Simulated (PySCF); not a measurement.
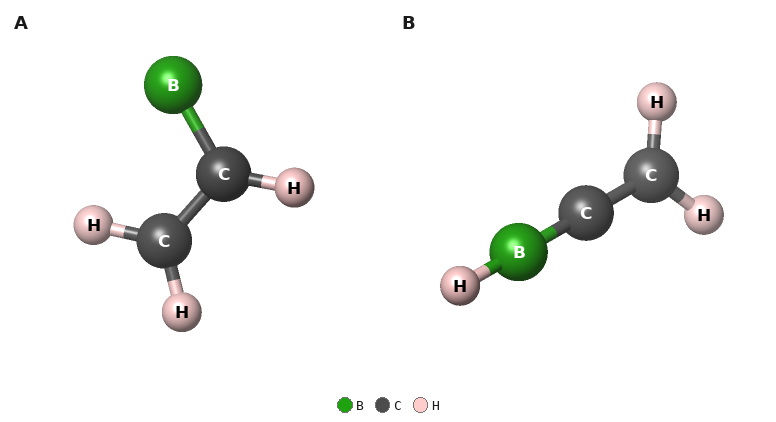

2 stationary structures of one formula. Geometries: PBE-D4/def2-SVP. Electronic energies: PBE-D4/def2-SVP (PySCF 2.14.0), without zero-point energy. No frequency run is at hand to confirm each as a minimum.

**Which structure is the most stable?**

B is lowest; A lies 126.0 kJ/mol above it (Cs).
